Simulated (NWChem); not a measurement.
**doublet [C2F4]+ at 6 levels**

Aim: a comparison of 6 runs (U-wB97X/6-31G*, UB2PLYP/6-31G*, UB3LYP/6-31G*, UBHLYP/6-31G*, UCAM-B3LYP/6-31G*, UM06-2X/6-31G*) of doublet [C2F4]+. 

The calculation is run with NWChem 7.3.0.

## (1) Starting point

The species is [C2F4]+ (6 atoms), meant as a doublet with charge +1. As SMILES of the parent species, `FC(F)=C(F)F`. The shape is that of a PBE0-D4/def2-TZVP optimisation. That shape belongs to the parent species and isn't relaxed for this state.

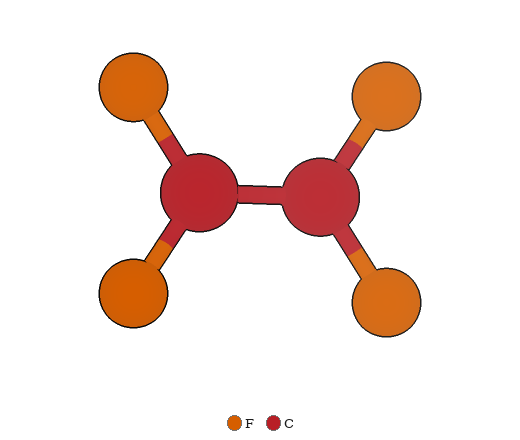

The structure, seen from a chosen angle (fluorine orange, carbon red).

## (2) A single-point energy at U-wB97X/6-31G(d) (spherical functions) (run 1)

Contents of calc.xyz:

```xyz
6
C2F4
F      1.169200    -1.134500    -0.708000
C      0.202500    -0.640200     0.025700
F     -0.337500    -1.520600     0.832300
C     -0.188400     0.618800    -0.041100
F      0.351500     1.499300    -0.847600
F     -1.155200     1.113100     0.692600
```

Contents of run.py:

```python
from ase.io import read
from ase.calculators.nwchem import NWChem

atoms = read('calc.xyz')

calc = NWChem(
    label='calc',
    theory='dft',
    memory='2200 mb',
    basis='6-31G*',
    basispar='spherical bse',
    charge=1,
    dft={'xc': 'wb97x', 'mult': '2', 'grid': 'xfine', 'convergence': 'energy 1e-08', 'iterations': '100', 'mulliken': None, 'print': 'low'},
    task='energy',
)
atoms.calc = calc

print(f"energy = {atoms.get_potential_energy():.6f} eV")
```

On the command line:

```
$ export ASE_NWCHEM_COMMAND="nwchem PREFIX.nwi > PREFIX.nwo"
$ python run.py
```

What it wrote:

```text
energy = -12926.271993 eV
```

The calculator wrote calc.nwi:

```
title "calc"

permanent_dir calc

scratch_dir calc

start calc

geometry units angstrom nocenter noautosym noautoz
  F  1.1692000000000000e+00 -1.1345000000000001e+00 -7.0799999999999996e-01
  C  2.0250000000000001e-01 -6.4019999999999999e-01 2.5700000000000001e-02
  F  -3.3750000000000002e-01 -1.5206000000000000e+00 8.3230000000000004e-01
  C  -1.8840000000000001e-01 6.1880000000000002e-01 -4.1099999999999998e-02
  F  3.5149999999999998e-01 1.4993000000000001e+00 -8.4760000000000002e-01
  F  -1.1552000000000000e+00 1.1131000000000000e+00 6.9259999999999999e-01
end

charge 1

memory 2200 mb

basis spherical bse noprint
   * library 6-31G*
end

dft
  xc wb97x
  mult 2
  grid xfine
  convergence energy 1e-08
  iterations 100
  mulliken
  print low
end

task dft energy
```

calc.nwo:

```text
Northwest Computational Chemistry Package (NWChem) 7.3.0
             --------------------------------------------------------

           Job information
           ---------------

    nwchem branch   = 7.3.0
    use scalapack   = T
    input           = calc.nwi
    prefix          = calc.
    data base       = calc/calc.db
    status          = startup
    nproc           =        1

           Memory information
           ------------------

[... 5 lines left out ...]
    hardfail = no
[... 38 lines left out ...]
            Nuclear Dipole moment (a.u.)
[... 99 lines left out ...]
         Total DFT energy =     -475.031737870760
[... 1 line left out ...]
           Coulomb energy =      464.330114903100
[... 1 line left out ...]
 Nuclear repulsion energy =      245.555238475942
[... 48 lines left out ...]
    Atom       Charge   Shell Charges
 -----------   ------   -------------------------------------------------------
    1 F    9     0.09   0.00  0.00  0.07 -0.00  0.01  0.00
    2 C    6     0.31   0.00  0.01  0.22  0.00  0.07  0.02
    3 F    9     0.09   0.00  0.00  0.07 -0.00  0.01  0.00
    4 C    6     0.31   0.00  0.01  0.22  0.00  0.07  0.02
    5 F    9     0.09   0.00  0.00  0.07 -0.00  0.01  0.00
    6 F    9     0.09   0.00  0.00  0.07 -0.00  0.01  0.00

     --------------------------
     Expectation value of S2:
     --------------------------
      <S2> =      0.7517 (Exact =     0.7500)

 Task  times  cpu:       70.5s     wall:       70.5s
 Total times  cpu:       70.5s     wall:       70.5s
```

It took 72 s on 1 thread of Intel Xeon Platinum 8488C (Sapphire Rapids), shared host; peak memory 0.12 GiB.

## (3) A single-point energy at UB2PLYP/6-31G(d) (spherical functions) (run 2)

Contents of c2f4.nw:

```
start c2f4
memory stack 880 mb heap 220 mb global 1100 mb
charge 1

geometry units angstrom noautosym nocenter noautoz
  F        1.169200      -1.134500      -0.708000
  C        0.202500      -0.640200       0.025700
  F       -0.337500      -1.520600       0.832300
  C       -0.188400       0.618800      -0.041100
  F        0.351500       1.499300      -0.847600
  F       -1.155200       1.113100       0.692600
end

basis "ao basis" spherical bse
  F library 6-31G*
  C library 6-31G*
end

dft
  xc hfexch 0.53 becke88 0.47 lyp 0.73 mp2 0.27
  dftmp2 semidirect
  mult 2
  grid xfine
  convergence energy 1e-08
  maxiter 100
  mulliken
  print low
end

mp2
  freeze core 6
end

task dft energy
```

On the command line:

```
$ nwchem c2f4.nw > c2f4.out
```

What it wrote:

```text
[...]
 d= 0,ls=0.0,diis     1   -474.1774282949 -7.20D+02  1.03D-02  7.14D-01     3.7
[...]
 d= 0,ls=0.0,diis     8   -474.4548811340 -7.73D-09  5.95D-07  6.49D-09    25.8
[...]
         Total DFT energy =     -474.454881133986
      One electron energy =    -1132.655846095371
           Coulomb energy =      464.270281684180
    Exchange-Corr. energy =      -51.624555198737
 Nuclear repulsion energy =      245.555238475942
[...]
      Total Density - Mulliken Population Analysis
     ---------------------------------------------
    Atom       Charge   Shell Charges
 -----------   ------   -------------------------------------------------------
    1 F    9     9.17   2.00  0.96  3.27  1.03  1.90  0.02
    2 C    6     5.16   2.00  0.69  1.84  0.22  0.28  0.13
    3 F    9     9.17   2.00  0.96  3.27  1.03  1.90  0.02
    4 C    6     5.16   2.00  0.69  1.84  0.22  0.28  0.13
    5 F    9     9.17   2.00  0.96  3.27  1.03  1.90  0.02
    6 F    9     9.17   2.00  0.96  3.27  1.03  1.90  0.02
[...]
      <S2> =      0.7525 (Exact =     0.7500)
[...]
  Basis functions       =     84
[...]
```

Run time: 30 s. Hardware: 1 thread of Intel Xeon Platinum 8488C (Sapphire Rapids), shared host; peak memory 0.26 GiB.

Runs 3 to 5 aren't shown in full; the table further down has their settings and results.

## (4) The energy at UM06-2X/6-31G(d) (spherical functions) (run 6)

Contents of c2f4.xyz:

```xyz
6
C2F4 energy
F      1.169200    -1.134500    -0.708000
C      0.202500    -0.640200     0.025700
F     -0.337500    -1.520600     0.832300
C     -0.188400     0.618800    -0.041100
F      0.351500     1.499300    -0.847600
F     -1.155200     1.113100     0.692600
```

Contents of run.py:

```python
from ase.io import read
from ase.calculators.nwchem import NWChem

atoms = read('c2f4.xyz')

calc = NWChem(
    label='c2f4',
    theory='dft',
    memory='2200 mb',
    basis='6-31G*',
    basispar='spherical bse',
    charge=1,
    dft={'xc': 'm06-2x', 'mult': '2', 'grid': 'xfine', 'convergence': 'energy 1e-08', 'iterations': '100', 'mulliken': None},
    task='energy',
)
atoms.calc = calc

print(f"energy = {atoms.get_potential_energy():.6f} eV")
```

On the command line:

```
$ export ASE_NWCHEM_COMMAND="nwchem PREFIX.nwi > PREFIX.nwo"
$ python run.py
```

What it wrote:

```text
energy = -12924.384506 eV
```

The calculator wrote c2f4.nwi:

```
title "c2f4"

permanent_dir c2f4

scratch_dir c2f4

start c2f4

geometry units angstrom nocenter noautosym noautoz
  F  1.1692000000000000e+00 -1.1345000000000001e+00 -7.0799999999999996e-01
  C  2.0250000000000001e-01 -6.4019999999999999e-01 2.5700000000000001e-02
  F  -3.3750000000000002e-01 -1.5206000000000000e+00 8.3230000000000004e-01
  C  -1.8840000000000001e-01 6.1880000000000002e-01 -4.1099999999999998e-02
  F  3.5149999999999998e-01 1.4993000000000001e+00 -8.4760000000000002e-01
  F  -1.1552000000000000e+00 1.1131000000000000e+00 6.9259999999999999e-01
end

charge 1

memory 2200 mb

basis spherical bse noprint
   * library 6-31G*
end

dft
  xc m06-2x
  mult 2
  grid xfine
  convergence energy 1e-08
  iterations 100
  mulliken
end

task dft energy
```

c2f4.nwo:

```text
Northwest Computational Chemistry Package (NWChem) 7.3.0
             --------------------------------------------------------

           Job information
           ---------------

    nwchem branch   = 7.3.0
    use scalapack   = T
    input           = c2f4.nwi
    prefix          = c2f4.
    data base       = c2f4/c2f4.db
    status          = startup
    nproc           =        1

           Memory information
           ------------------

[... 5 lines left out ...]
    hardfail = no
[... 38 lines left out ...]
            Nuclear Dipole moment (a.u.)
[... 78 lines left out ...]
          Convergence on density requested:  1.00D-05
[... 24 lines left out ...]
          Convergence aids based upon iterative change in
[... 31 lines left out ...]
 2-e energy   =     409.287450
[... 56 lines left out ...]
           Coulomb energy =      464.114495708459
[... 599 lines left out ...]
                     DFT Final Beta Molecular Orbital Analysis
[... 697 lines left out ...]
     Multipole analysis of the density
     ---------------------------------

     L   x y z        total         alpha         beta         nuclear
     -   - - -        -----         -----         ----         -------
     0   0 0 0      1.000000    -24.000000    -23.000000     48.000000

     1   1 0 0      0.013442     -0.317978     -0.304662      0.636082
[... 8 lines of this table left out ...]
     2   0 0 2    -19.211601    -48.848440    -47.294845     76.931683

 Task  times  cpu:       54.5s     wall:       54.5s
 Total times  cpu:       54.5s     wall:       54.5s
```

It took 56 s on 1 thread of Intel Xeon Platinum 8488C (Sapphire Rapids), shared host; peak memory 0.13 GiB.

## (5) Overview of the runs

| run | level | frozen core orbitals | energy (Eh) | ⟨S²⟩ | wall time |
| --- | --- | --- | --- | --- | --- |
| 1 | U-wB97X/6-31G* (spherical functions) | – | -475.031738 | 0.752 | 72 s |
| 2 | UB2PLYP/6-31G* (spherical functions) | 6 | -474.756890 | 0.752 | 30 s |
| 3 | UB3LYP/6-31G* (spherical functions) | – | -475.131148 | 0.751 | 35 s |
| 4 | UBHLYP/6-31G* (spherical functions) | – | -474.937492 | 0.752 | 28 s |
| 5 | UCAM-B3LYP/6-31G* (spherical functions) | – | -475.003107 | 0.751 | 62 s |
| 6 | UM06-2X/6-31G* (spherical functions) | – | -474.962374 | 0.752 | 56 s |

## (6) Outcome

| quantity | value |
| --- | --- |
| run 6: total energy | -474.96237 Eh |
| run 6: HOMO energy (highest over α and β) | -17.64 eV |
| run 6: LUMO energy (lowest over α and β) | -11.82 eV |
| run 6: ⟨S²⟩ | 0.752 |

What this shows: Totals of different functionals can't be ranked against each other. All runs together took 4.7 min, the longest 72 s.
